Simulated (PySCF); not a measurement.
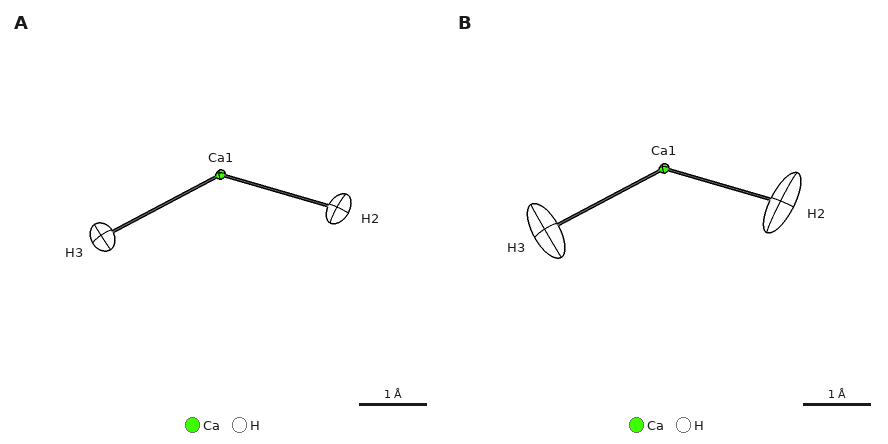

Displacement ellipsoids at the 50 % level, from the internal vibrations of the free molecule (harmonic, no overall translation or rotation; no half-axis is drawn under 0.075 Å). Vibrations computed with RKS-based BP86, Ca def2-TZVP, H def2-TZVP; non-relativistic; density fitting (PySCF 2.14.0). One panel is for 0 K (zero-point motion alone), the other for 900 K.

Question: Which panel is for 900 K?

Answer: B.

Question: How much does the mean-square displacement of H2 grow, and why?

Answer: U_eq goes from 0.0130 to 0.0418 Å², a factor of 3.2. Modes below kT (626 cm⁻¹ at 900 K) grow about in proportion to T, and the lowest lies at 307 cm⁻¹; the mean-square amplitude of a mode is its zero-point value times coth(ħω/2kT), which comes close to 1 only above about 3kT.
